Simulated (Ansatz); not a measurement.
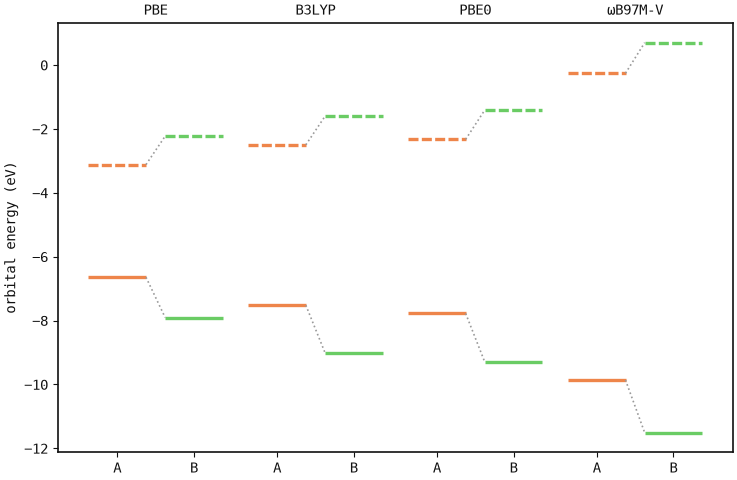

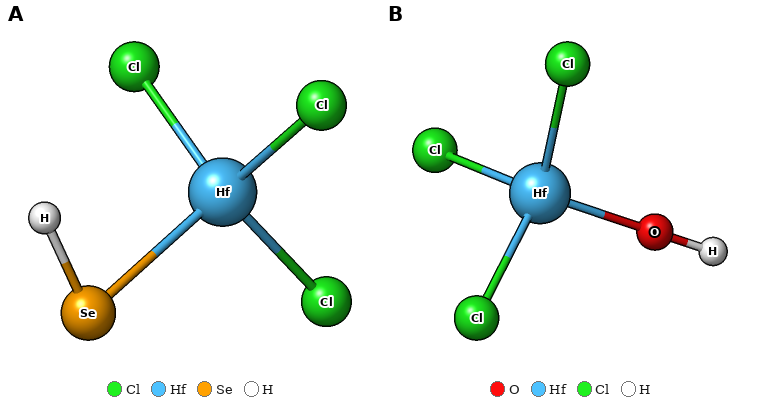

One change: A, HfHSeCl₃ (SMILES [Cl][Hf]([Cl])([Cl])[SeH]), becomes B, HfHOCl₃ (SMILES [OH][Hf]([Cl])([Cl])[Cl]). SeH on Hf is replaced by OH. HOMO (solid) and LUMO (dashed) computed in def2-TZVPP at PBE0-D4/def2-TZVP geometries, both minima by their frequencies, gas phase, the Ansatz code 0.2.0. Empty levels above zero depend strongly on the basis.

What does the change do to HOMO and LUMO?

PBE: the HOMO falls by 1.26 eV, the LUMO rises by 0.89 eV, and the separation goes from 3.53 to 5.68 eV. B3LYP: the HOMO falls by 1.49 eV, the LUMO rises by 0.90 eV, and the separation goes from 5.02 to 7.40 eV. PBE0: the HOMO falls by 1.53 eV, the LUMO rises by 0.92 eV, and the separation goes from 5.45 to 7.90 eV. ωB97M-V: the HOMO falls by 1.65 eV, the LUMO rises by 0.96 eV, and the separation goes from 9.61 to 12.21 eV.

Do the functionals agree on the effect?

They agree on the direction for both levels; the HOMO shift lies between −1.65 and −1.26 eV and the LUMO shift between 0.89 and 0.96 eV, while the separations themselves differ by up to 6.5 eV between functionals.

Note: core potentials past krypton; spin-orbit coupling is left out, and with Hf it can shift these values.
